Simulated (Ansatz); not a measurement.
**C$_{5}$H$_{10}$Si (SMILES C#CC(C)(C)[SiH3]): density, localisation and related maps**

Input

```
crystal:
  periodic: [false, false, false]
  atoms:
    - symbol: C
      position_ang: [-1.176897, -0.667912, 1.889877]
    - symbol: C
      position_ang: [-0.074897, -0.433824, 1.440179]
    - symbol: C
      position_ang: [1.237877, -0.126187, 0.884239]
    - symbol: C
      position_ang: [2.251938, 0.150695, 2.005638]
    - symbol: C
      position_ang: [1.726500, -1.268656, -0.020467]
    - symbol: Si
      position_ang: [1.003250, 1.460162, -0.166126]
    - symbol: H
      position_ang: [-2.151069, -0.878258, 2.289828]
    - symbol: H
      position_ang: [1.916602, 0.965258, 2.664407]
    - symbol: H
      position_ang: [3.231063, 0.426733, 1.583421]
    - symbol: H
      position_ang: [2.390239, -0.749403, 2.626232]
    - symbol: H
      position_ang: [2.697381, -1.015259, -0.474703]
    - symbol: H
      position_ang: [1.855973, -2.192120, 0.566811]
    - symbol: H
      position_ang: [1.010951, -1.481318, -0.828366]
    - symbol: H
      position_ang: [2.320567, 1.836227, -0.771757]
    - symbol: H
      position_ang: [0.017631, 1.206158, -1.258089]
    - symbol: H
      position_ang: [0.526432, 2.578185, 0.700485]
basis:
  gaussian:
    orbitals: def2-SVPD
total_charge: 0
magnetization:
  spin_polarized: false
  initial_magnetization: 0
hamiltonian:
  xc: pbe0
output: {forces: true, orbitals: {seedname: orbitals}}
```

Run with:

```sh
ansatz run input.yaml --threads 2 --pin off --max-ram 5220MiB --events-out events.jsonl --progress --plain --runs-dir runs
```

Geometry: PBE0-D3(BJ)/def2-SVP.

These are results of Ansatz 0.2.0, isolated molecule in a Gaussian basis; Kohn-Sham density functional theory, functional PBE0, not measurements.

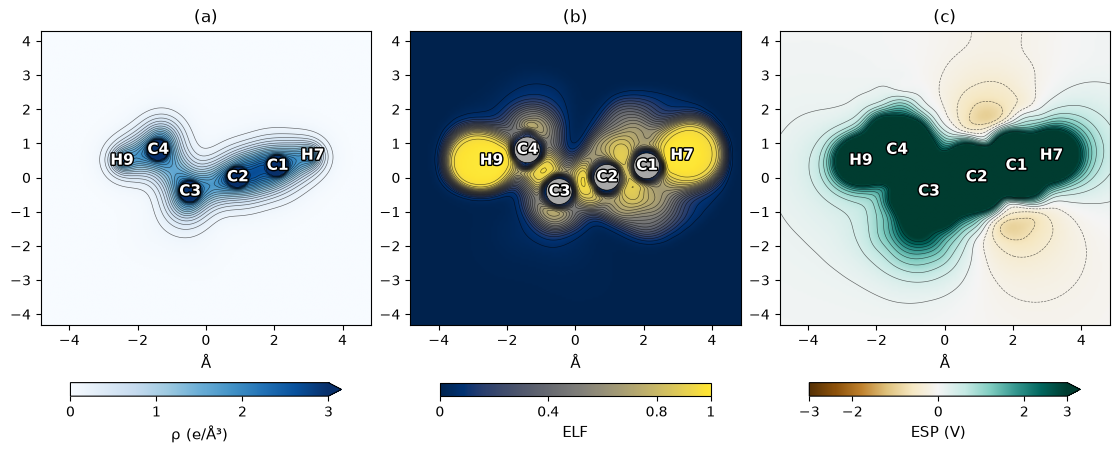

Figure 1. (a) electron density; (b) electron localisation function; (c) molecular electrostatic potential on the plane of atoms C2, C3 and C4. Grey discs cover the atomic cores in the ELF map.

Describe what can be read from this map.

Answer. The section cuts through C and H sites.
C–C (1.21 Å): the density is about 2.7 e/Å³ at the midpoint; the ELF peaks at about 0.85 between the atoms: a multiple bond.
C–H (1.07 Å): ρ at the midpoint is about 2 e/Å³; the ELF climbs to about 1 towards the hydrogen, as it does in any bond to H: an ordinary covalent bond to hydrogen.
Outside the dense part of the molecule the potential is most negative (−1.0 V) near C1.

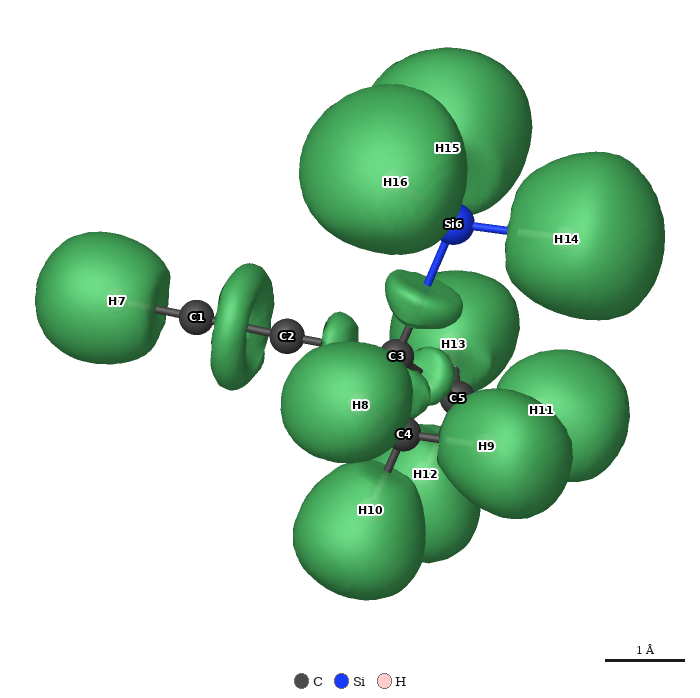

Figure 2. Isosurface of the ELF at 0.85 (green), seen at a tilt. Core shells and regions of very low density are left out.

What do the ELF domains correspond to?

Answer. The surface consists of four regions between bonded C–C atoms (shared pairs), one region between bonded C–Si atoms (shared pairs) and ten regions around hydrogen nuclei.


 C–Si (1.92 Å): the ELF peaks at about 0.95 between the atoms (a shared electron pair).

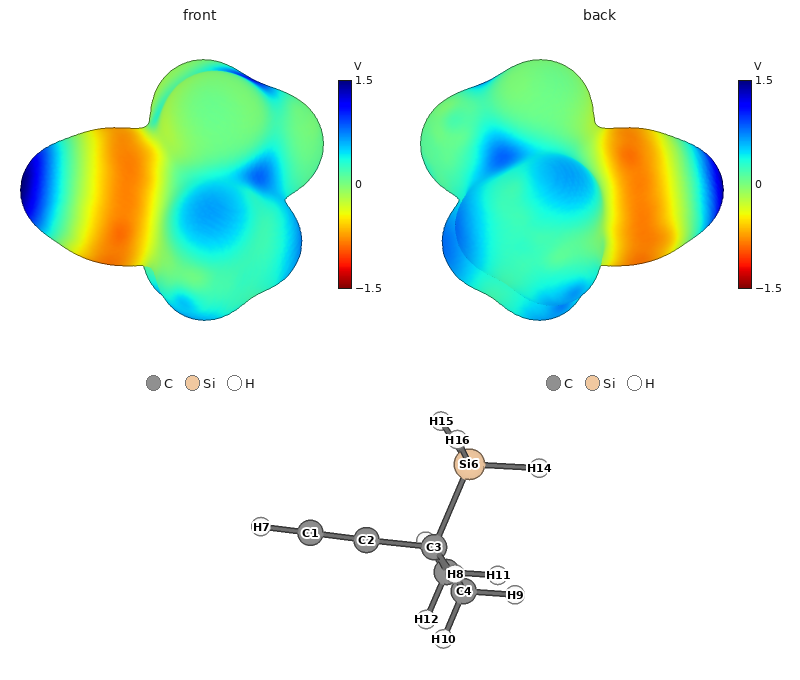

Figure 3. The electrostatic potential painted on the density surface at 0.002 e/bohr³, seen from the front and from behind; the colour scale runs from red (negative) to blue (positive). The bare structure is drawn below in the same view.

Describe the electrostatic potential map.

Answer. The most negative region (about −0.9 V) lies over C1 and C2, the most positive (about +1.4 V) over H7.

What dipole moment does the calculation give?

Answer. Its dipole moment is 0.73 D.
